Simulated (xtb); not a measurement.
# Run report: C$_{3}$H$_{10}$GaN, energy and gradient calculation

- system: C$_{3}$H$_{10}$GaN, SMILES C=C[CH2][GaH2-][NH3+]
- method: GFN2-xTB (xtb 6.7.1 later snapshot)

The geometry was optimised with GFN2-xTB.

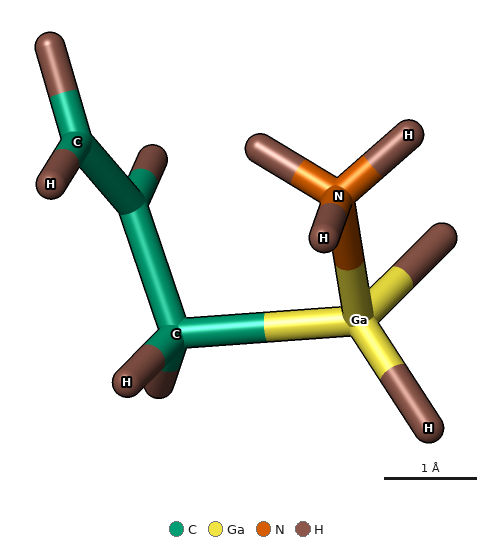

Figure 1. The structure as given in the input (stick view, seen at a tilt). Sticks mark near contacts. Bond lengths as drawn: C–C 1.33 to 1.48 Å, C–Ga 2.05 Å, C–H 1.08 to 1.10 Å, Ga–H 1.55 Å, Ga–N 2.14 Å and H–N 1.02 to 1.03 Å.

**Summary**

| quantity | value |
| --- | --- |
| outcome | converged |
| electrons treated | 30 |
| total energy | −15.580371 hartree |
| dispersion energy | −0.009278 hartree |
| basis functions | 36 |
| largest force | 0.001 eV/Å |
| HOMO | −9.91 eV |
| LUMO | −5.50 eV |
| dipole moment | 4.93 D |
| hardware | 1 thread of Arm Neoverse V1, 24 GiB of memory available, shared host |
| peak memory | 0.072 GiB |

**Notes**

Settings chosen away from the usual ones: method = gfn2-xtb; task = gradient; x = {"accuracy": 3}; geo = {"prev": "A"}.

**The input (struc.xyz)**
```
15

C     -0.24701     1.32623     1.44205
C     -0.02331     0.01436     1.47402
C      1.06591    -0.68440     0.75647
Ga     0.21296    -1.37653    -0.97040
N     -0.63978     0.49328    -1.57468
H     -1.07593     1.77783     1.96243
H      0.44296     2.00714     0.96240
H     -0.71698    -0.62296     2.01333
H      1.46888    -1.49332     1.37413
H      1.88816     0.00333     0.52195
H     -1.10712    -2.19257    -0.88303
H      1.08004    -1.71506    -2.21418
H     -0.80664     0.95855    -0.67041
H     -0.01655     1.08323    -2.12343
H     -1.52557     0.42089    -2.07068
```

**File xcontrol**
```
$chrg 0
$spin 0
$end
```

Run as:
```bash
xtb struc.xyz --gfn 2 --grad --acc 3 --input xcontrol | tee out.txt
```

**Output**
```
* xtb version 6.7.1
   ID    Z sym.   atoms
    1    6 C      1-3
    2   31 Ga     4
    3    7 N      5
    4    1 H      6-15

           -------------------------------------------------
          |                Calculation Setup                |
           -------------------------------------------------

          program call               : xtb struc.xyz --gfn 2 --grad --acc 3 --input xcontrol
          coordinate file            : struc.xyz
          omp threads                :                     1

           -------------------------------------------------
          |                 G F N 2 - x T B                 |
           -------------------------------------------------

      * Hamiltonian:
        H0-scaling (s, p, d)           1.850000    2.230000    2.230000
        zeta-weighting                 0.500000
      * Dispersion:
        s8                             2.700000
        a1                             0.520000
        a2                             5.000000
        s9                             5.000000
      * Repulsion:
        kExp                           1.500000    1.000000
        rExp                           1.000000
      * Coulomb:
        alpha                          2.000000
        third order                    shell-resolved
        anisotropic                    true
        a3                             3.000000
        a5                             4.000000
        cn-shift                       1.200000
        cn-exp                         4.000000
        max-rad                        5.000000

          ...................................................
          :                      SETUP                      :
          :.................................................:
          :  # basis functions                  36          :
          :  # atomic orbitals                  35          :
          :  # shells                           21          :
          :  # electrons                        30          :
          :  max. iterations                   250          :
          :  Hamiltonian                  GFN2-xTB          :
          :  restarted?                      false          :
          :  GBSA solvation                  false          :
          :  PC potential                    false          :
          :  electronic temp.          300.0000000     K    :
          :  accuracy                    3.0000000          :
          :  -> integral cutoff          0.2022879E+02      :
          :  -> integral neglect         0.3000000E-07      :
          :  -> SCF convergence          0.3000000E-05 Eh   :
          :  -> wf. convergence          0.3000000E-03 e    :
          :  Broyden damping             0.4000000          :
          :  net charge                          0          :
          :  unpaired electrons                  0          :
          ...................................................

 iter      E             dE          RMSdq      gap      omega  full diag
   1    -15.6706411 -0.156706E+02  0.517E+00    4.72       0.0  T
   2    -15.7928186 -0.122178E+00  0.564E+00    4.43       1.0  T
   3    -15.7963103 -0.349163E-02  0.485E+00    4.43       1.0  T
   4    -15.7844263  0.118840E-01  0.131E+00    4.36       1.0  T
   5    -15.7985760 -0.141498E-01  0.544E-01    4.39       1.0  T
   6    -15.7987773 -0.201296E-03  0.127E-01    4.41       1.0  T
   7    -15.7987872 -0.983222E-05  0.627E-02    4.40       1.0  T
   8    -15.7987917 -0.448820E-05  0.290E-02    4.41       1.0  T
   9    -15.7987932 -0.154744E-05  0.109E-02    4.41       2.4  T
  10    -15.7987936 -0.398454E-06  0.664E-03    4.41       3.9  T
  11    -15.7987937 -0.601076E-07  0.902E-04    4.41      28.6  T
  12    -15.7987937 -0.149190E-08  0.525E-04    4.41      49.2  T

   *** convergence criteria satisfied after 12 iterations ***

         #    Occupation            Energy/Eh            Energy/eV
      -------------------------------------------------------------
         1        2.0000           -0.6681069             -18.1801
       ...           ...                  ...                  ...
         9        2.0000           -0.4734066             -12.8820
        10        2.0000           -0.4686445             -12.7525
        11        2.0000           -0.4465252             -12.1506
        12        2.0000           -0.4298352             -11.6964
        13        2.0000           -0.4201704             -11.4334
        14        2.0000           -0.3978698             -10.8266
        15        2.0000           -0.3642877              -9.9128 (HOMO)
        16                         -0.2021492              -5.5008 (LUMO)
        17                         -0.1272556              -3.4628
        18                         -0.0884561              -2.4070
        19                         -0.0565241              -1.5381
        20                         -0.0050069              -0.1362
       ...                                ...                  ...
        35                          1.3601282              37.0110
      -------------------------------------------------------------
                  HL-Gap            0.1621385 Eh            4.4120 eV
             Fermi-level           -0.2832185 Eh           -7.7068 eV

 SCC (total)                   0 d,  0 h,  0 min,  0.007 sec
 SCC setup                      ...        0 min,  0.000 sec (  1.114%)
 Dispersion                     ...        0 min,  0.000 sec (  0.869%)
 classical contributions        ...        0 min,  0.000 sec (  0.170%)
 integral evaluation            ...        0 min,  0.001 sec ( 12.544%)
 iterations                     ...        0 min,  0.004 sec ( 58.323%)
 molecular gradient             ...        0 min,  0.002 sec ( 25.756%)
 printout                       ...        0 min,  0.000 sec (  1.043%)

         :::::::::::::::::::::::::::::::::::::::::::::::::::::
         ::                     SUMMARY                     ::
         :::::::::::::::::::::::::::::::::::::::::::::::::::::
         :: total energy             -15.580371452966 Eh    ::
         :: gradient norm              0.000032083782 Eh/a0 ::
         :: HOMO-LUMO gap              4.412013639533 eV    ::
         ::.................................................::
         :: SCC energy               -15.798765608394 Eh    ::
         :: -> isotropic ES            0.026958805014 Eh    ::
         :: -> anisotropic ES          0.006912613309 Eh    ::
         :: -> anisotropic XC          0.009940012265 Eh    ::
         :: -> dispersion             -0.009277871309 Eh    ::
         :: repulsion energy           0.218394155428 Eh    ::
         :: add. restraining           0.000000000000 Eh    ::
         :: total charge               0.000000000000 e     ::
         :::::::::::::::::::::::::::::::::::::::::::::::::::::

           -------------------------------------------------
          |                Property Printout                |
           -------------------------------------------------

    * Orbital Energies and Occupations

         #    Occupation            Energy/Eh            Energy/eV
      -------------------------------------------------------------
         1        2.0000           -0.6681069             -18.1801
       ...           ...                  ...                  ...
         3        2.0000           -0.5796778             -15.7738
         4        2.0000           -0.5764333             -15.6855
         5        2.0000           -0.5739711             -15.6185
         6        2.0000           -0.5473974             -14.8954
         7        2.0000           -0.5361895             -14.5905
         8        2.0000           -0.5006108             -13.6223
         9        2.0000           -0.4734066             -12.8820
        10        2.0000           -0.4686445             -12.7525
        11        2.0000           -0.4465252             -12.1506
        12        2.0000           -0.4298352             -11.6964
        13        2.0000           -0.4201704             -11.4334
        14        2.0000           -0.3978698             -10.8266
        15        2.0000           -0.3642877              -9.9128 (HOMO)
        16                         -0.2021492              -5.5008 (LUMO)
        17                         -0.1272556              -3.4628
        18                         -0.0884561              -2.4070
        19                         -0.0565241              -1.5381
        20                         -0.0050069              -0.1362
        21                          0.0098139               0.2670
        22                          0.0454548               1.2369
        23                          0.0947161               2.5774
        24                          0.1352764               3.6811
        25                          0.1568532               4.2682
        26                          0.1694964               4.6122
       ...                                ...                  ...
        35                          1.3601282              37.0110
      -------------------------------------------------------------
                  HL-Gap            0.1621385 Eh            4.4120 eV
             Fermi-level           -0.2832185 Eh           -7.7068 eV

     #   Z          covCN         q      C6AA      α(0)
     1   6          2.836    -0.125    31.180     9.151
     2   6          2.955    -0.009    28.232     8.715
     3   6          3.680    -0.103    22.700     6.824
     4  31          3.463    -0.099   221.409    33.369
     5   7          3.310    -0.282    27.253     7.754
     6   1          0.926     0.017     2.772     2.603
     7   1          0.925     0.017     2.778     2.606
     8   1          0.925     0.038     2.479     2.462
     9   1          0.924     0.043     2.404     2.425
    10   1          0.924     0.044     2.397     2.421
    11   1          0.905    -0.095     5.408     3.638
    12   1          0.905    -0.082     4.990     3.495
    13   1          0.859     0.222     0.999     1.566
    14   1          0.860     0.206     1.074     1.623
    15   1          0.860     0.207     1.071     1.621

 Mol. C6AA /au·bohr⁶  :       2583.256979
 Mol. C8AA /au·bohr⁸  :     100247.994643
 Mol. α(0) /au        :         90.273651

Wiberg/Mayer (AO) data.
largest (>0.10) Wiberg bond orders for each atom

 ---------------------------------------------------------------------------
     #   Z sym  total        # sym  WBO       # sym  WBO       # sym  WBO
 ---------------------------------------------------------------------------
     1   6      3.982 --     2      1.861     6      0.977     7      0.969
     2   6      3.990 --     1      1.861     3      1.062     8      0.955
     3   6      3.965 --     2      1.062     9      0.926    10      0.926
                             4      0.835
     4  31      3.337 --     3      0.835    11      0.823    12      0.818
                             5      0.548
     5   7      3.403 --    15      0.936    14      0.935    13      0.895
                             4      0.548
     6   1      1.000 --     1      0.977
     7   1      1.000 --     1      0.969
     8   1      0.999 --     2      0.955
     9   1      0.998 --     3      0.926
    10   1      0.998 --     3      0.926
    11   1      0.991 --     4      0.823
    12   1      0.993 --     4      0.818
    13   1      0.951 --     5      0.895
    14   1      0.957 --     5      0.935
    15   1      0.957 --     5      0.936
 ---------------------------------------------------------------------------

Topologies differ in total number of bonds
Writing topology from bond orders to xtbtopo.mol

molecular dipole:
                 x           y           z       tot (Debye)
 q only:       -0.554       1.423      -0.514
   full:       -0.606       1.799      -0.388       4.925
molecular quadrupole (traceless):
                xx          xy          yy          xz          yz          zz
 q only:        1.413      -1.336      -3.778       3.378      -7.701       2.365
  q+dip:        2.075      -1.186      -4.220       3.134      -9.815       2.145
   full:        1.531      -2.396      -3.309       4.175     -10.771       1.778

           -------------------------------------------------
          | TOTAL ENERGY              -15.580371452966 Eh   |
          | GRADIENT NORM               0.000032083782 Eh/α |
          | HOMO-LUMO GAP               4.412013639533 eV   |
           -------------------------------------------------

------------------------------------------------------------------------
------------------------------------------------------------------------
 total:
 *  cpu-time:     0 d,  0 h,  0 min,  0.016 sec
 * ratio c/w:     1.000 speedup
 SCF:
 *  cpu-time:     0 d,  0 h,  0 min,  0.007 sec
 * ratio c/w:     1.000 speedup
```

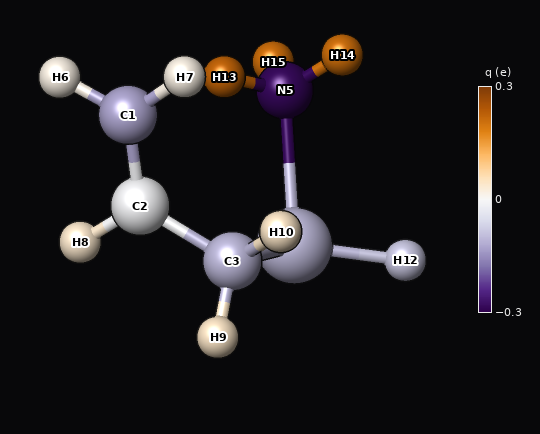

Figure 2. Mulliken charges, as the colour of each atom (ball-and-stick view, seen at a tilt; atoms are numbered from 1 in the order of the input). By element: C −0.13 to −0.01, Ga −0.10, N −0.28 and H −0.10 to +0.22 e.
